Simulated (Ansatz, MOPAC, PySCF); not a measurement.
HCl (SMILES Cl) and CH4O (SMILES CO) are pulled apart as rigid monomers along the line of their centres of mass, from the B3LYP-D3(BJ)/def2-TZVP minimum. Starting geometry (charge 0, multiplicity 1):
```xyz
8

Cl     0.663    -0.265     0.251
H      0.000    -0.386     1.378
C      0.170     0.132     3.927
O     -0.759    -0.398     2.976
H      0.439     1.165     3.693
H      1.062    -0.487     3.866
H     -0.234     0.076     4.941
H     -1.564     0.131     2.986
```

Interaction energies with rigid monomers; basis-set methods are counterpoise corrected unless marked otherwise.

Rows in 6-31G* carry no dispersion term and start afresh at each structure (6-31G* with six Cartesian d functions). MP2/6-31G* freezes PySCF's default core. The state reached by PM3, PM7 isn't checked; PM7 holds dispersion and hydrogen-bond terms.

Run with Ansatz (Gaussian orbitals); MOPAC for PM3, PM7 (differences of heats of formation); PySCF for 6-31G* rows. Values without a source in brackets are computed.

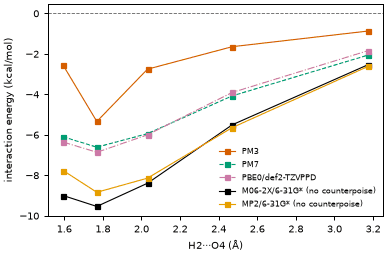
Figure: Interaction energy against separation

Q: Which level binds most strongly at H2···O4 = 1.77, and by how much?

A: M06-2X/6-31G* (no counterpoise), -9.5 kcal/mol.

Ansatz is a first-principles code.
